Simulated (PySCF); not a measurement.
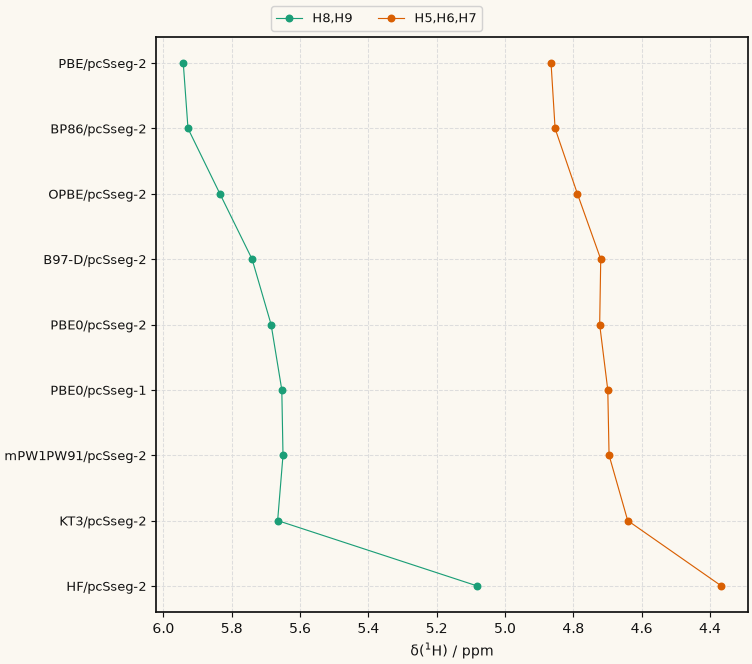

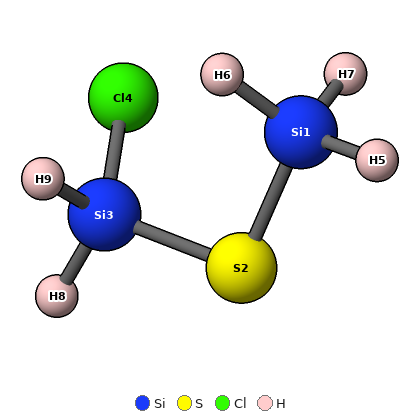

GIAO ¹H shifts of Si₂H₅SCl, SMILES [SiH3]S[SiH2]Cl at several levels, one geometry, PySCF, at a PBE0-D3(BJ)/def2-SVP geometry (no frequency check); values of one conformer, averaged over methyl-type rotors and exact or near symmetry; other conformers aren't averaged in; each against TMS at the same level.

### Which of the plotted signals depends most on the level, and by how much?

That of H8 and H9: from 5.08 ppm (HF/pcSseg-2) to 5.94 ppm (PBE/pcSseg-2), a spread of 0.86 ppm. The steadiest, H5, H6 and H7, moves by 0.50 ppm.

### Do all levels give the signals in the same order?

Yes, the order of the signals is the same at every level.
